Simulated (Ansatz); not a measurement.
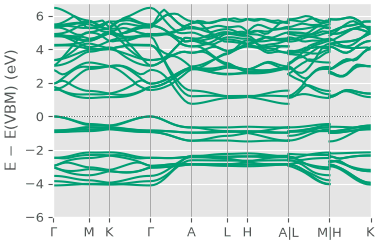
Band structure from DFT-r²SCAN in the program Ansatz with PAW potentials

Read off the gap and where the band edges lie.

About 0.8 eV (0.75 eV by a search for the band edges); maximum at Γ, minimum at A.

The material is SrP in space group P-62m (No. 189; Sr on 3g, Sr on 3f, P on 4h, P on 2e).

The workflow started from a Materials Project entry (that database holds measured and hypothetical structures alike); the Crystallography Open Database files this formula in space group No. 189, but the cells were not matched. Its standing as an ambient phase is unchecked. The cell was relaxed with r²SCAN under the symmetry of its start; whether a distortion lowers the energy is not shown. Spin–orbit coupling is left out wherever it is not named.

Potentials: the later of the program's two PAW sets.
